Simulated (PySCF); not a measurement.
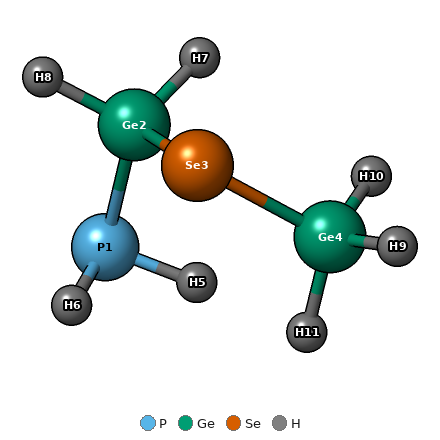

Ge₂PH₇Se, SMILES [PH2][GeH2][Se][GeH3], singlet. Vertical core-electron binding energies by ΔSCF (B3LYP, pcX-2 on the ionised atom, pcseg-1 elsewhere, spin-free X2C; PySCF 2.14.0, at a PBE0-D3(BJ)/def2-SVP geometry (no frequency check)), gas phase, against the vacuum level. One atom of each kind was ionised; within a panel, areas follow the number of like atoms and 2j + 1 (2p levels are split by first-order spin-orbit coupling, an approximation), Gaussians of 0.8 eV full width. Only the regions named are shown.

> Predict the P 2p photoelectron lines.

```
  level  atoms  binding energy (eV)
P 2p1/2     P1                137.0
P 2p3/2     P1                136.1
```

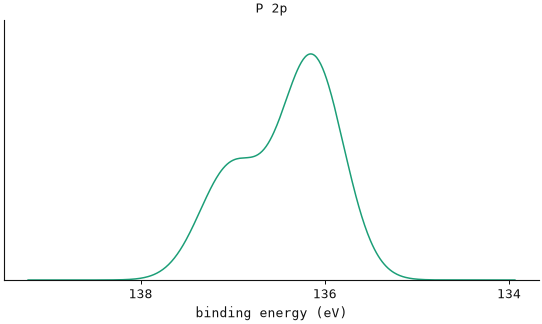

Note: one conformer of a flexible molecule.
